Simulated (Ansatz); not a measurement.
Reaction (SMILES): OO (H2O2) → 2 [OH] (OH)
B3LYP-D3(BJ)/def2-TZVP geometries, fixed; electronic energies without zero-point terms.

Basis-set convergence of the bond dissociation energy at CCSD(T) with Ansatz (a quantum-chemistry and plane-wave program). Cartesian d functions, on some or all atoms, in 6-31G*, 6-31+G*; all else is spherical. Cores are frozen. Open shells are unrestricted. No added dispersion term, no relativity. Functions are those of the species that has most. Reference: Hartree-Fock in cc-pVQZ plus the correlation part extrapolated as X^-3 from cc-pVTZ and cc-pVQZ, 54.57 kcal/mol, itself unsure by roughly 0.62 kcal/mol (a third of the extrapolation step and of the last Hartree-Fock step). Deviations are taken from unrounded values.

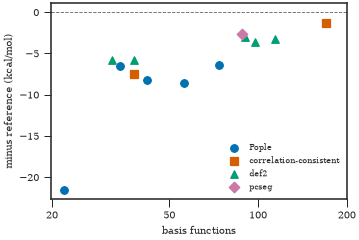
Deviation from the reference against the number of basis functions, by family of sets.

| basis | functions | bond dissociation energy (kcal/mol) | minus reference (kcal/mol) |
|---|---|---|---|
| 6-31G | 22 | 33.01 | -21.56 |
| def2-SV(P) | 32 | 48.73 | -5.84 |
| 6-31G* | 34 | 48.05 | -6.52 |
| cc-pVDZ | 38 | 47.11 | -7.46 |
| def2-SVP | 38 | 48.74 | -5.83 |
| 6-31+G* | 42 | 46.30 | -8.27 |
| 6-311+G** | 56 | 46.01 | -8.55 |
| 6-311++G(2d,2p) | 74 | 48.23 | -6.34 |
| pcseg-2 | 88 | 51.90 | -2.67 |
| def2-TZVPP | 90 | 51.61 | -2.95 |
| def2-TZVPD | 98 | 50.95 | -3.62 |
| def2-TZVPPD | 114 | 51.28 | -3.28 |
| cc-pVQZ | 170 | 53.30 | -1.27 |
